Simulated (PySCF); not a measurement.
C₃H₁₁NSi₃ (SMILES C[Si]([SiH3])([SiH3])CC#N)

Input file:

```
{"job": {"kind": "uv", "xc": "PBE0", "basis": "def2-SVPD", "nstates": 8, "ntriplets": 3}, "charge": 0, "multiplicity": 1}
C     -0.146629    -1.305485     1.676264
Si     0.032562    -0.239240     0.090168
Si     2.292720    -0.027656    -0.470434
Si    -1.512873    -0.945174    -1.515529
C     -0.559927     1.515834     0.707904
C     -0.492790     2.450819    -0.361769
N     -0.420461     3.164364    -1.255394
H     -1.171839    -1.335600     2.036669
H      0.155328    -2.329237     1.476661
H      0.474555    -0.937956     2.489199
H      3.111862     0.525670     0.615490
H      2.478229     0.837512    -1.633979
H      2.862171    -1.340237    -0.792088
H     -1.456505    -0.114597    -2.716849
H     -2.901212    -0.921986    -1.038485
H     -1.236620    -2.328582    -1.915201
H     -1.588028     1.468475     1.070466
H      0.070698     1.869393     1.525250
```

Run with:

```sh
OMP_NUM_THREADS=1 python probes_run.py task.json out
```

Geometry: GFN2-xTB.

Computed with PBE0/def2-SVPD, SCF density, gas phase in PySCF.

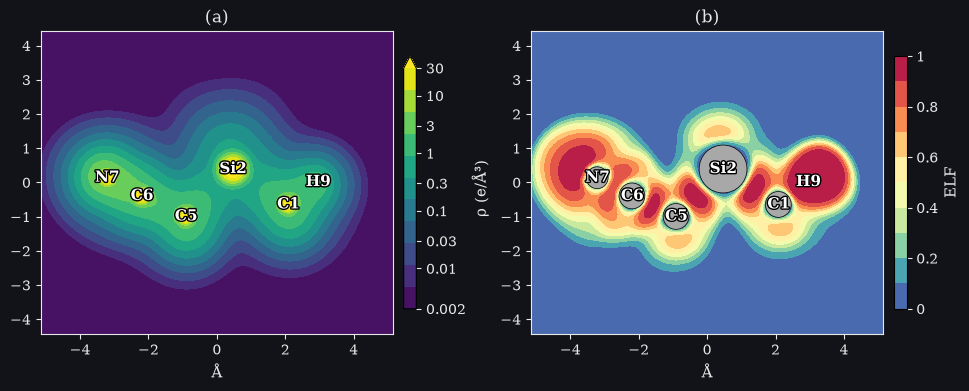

Figure 1. (a) total electron density; (b) ELF on the plane of atoms Si2, C5 and C6. Grey discs cover the atomic cores in the ELF map.

What does the map show?

Answer. The section cuts through C, Si, N and H sites. C–N (1.15 Å): the density is about 3.6 e/Å³ at the midpoint; the ELF peaks at about 0.85 between the atoms: a multiple bond. C–C (1.42 Å): the density is about 1.9 e/Å³ at the midpoint; the ELF peaks at about 0.95 between the atoms; localised, covalent bonding. C–Si (1.92 Å): ρ at the midpoint is about 0.88 e/Å³; the ELF peaks at about 0.95 between the atoms (a covalent bond). C–H (1.09 Å): the density is about 1.9 e/Å³ at the midpoint; the ELF climbs to about 1 towards the hydrogen, as it does in any bond to H: a covalent bond by its length. The ELF also peaks beside N7, away from the bonds: lone-pair regions.

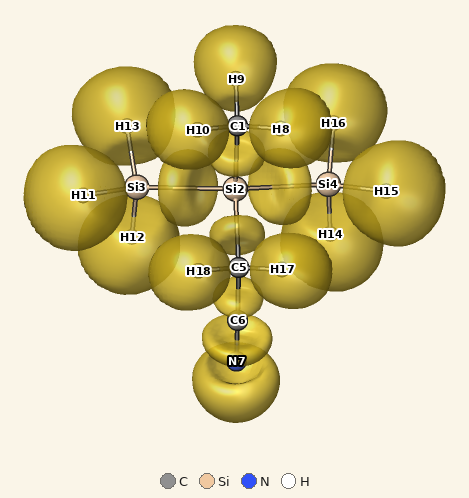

Figure 2. Isosurface of the ELF at 0.8 (yellow), seen at a tilt. Only the valence region is drawn (cores and ρ < 0.01 e/Å³ removed).

Describe the localisation domains.

Answer. The surface consists of one region between bonded C–C atoms (shared pairs), one region between bonded C–N atoms (shared pairs), two regions between bonded C–Si atoms (shared pairs), two regions between bonded Si–Si atoms (shared pairs), eleven regions around hydrogen nuclei and one lobe on N, pointing away from the bonds (lone pairs).

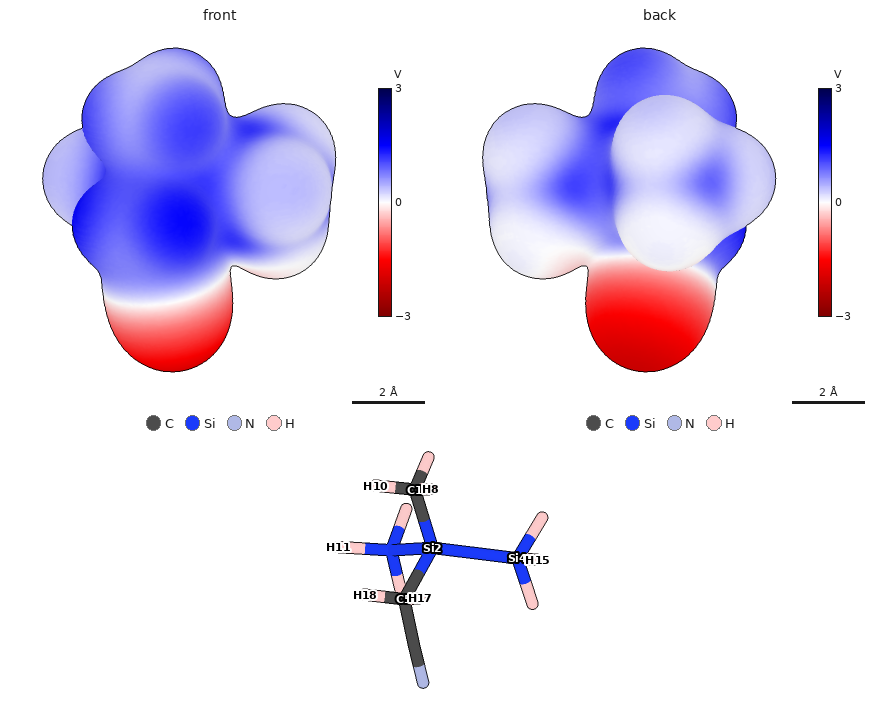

Figure 3. The electrostatic potential painted on the density surface at 0.002 e/bohr³, seen from the front and from behind; the colour scale runs from red (negative) to blue (positive). The bare structure is drawn below in the same view.

Where is the surface potential most negative and most positive?

Answer. The most negative region (about −2.0 V) lies over N7, the most positive (about +1.4 V) over H17 and H18. N7 is the likeliest acceptor of a hydrogen bond.
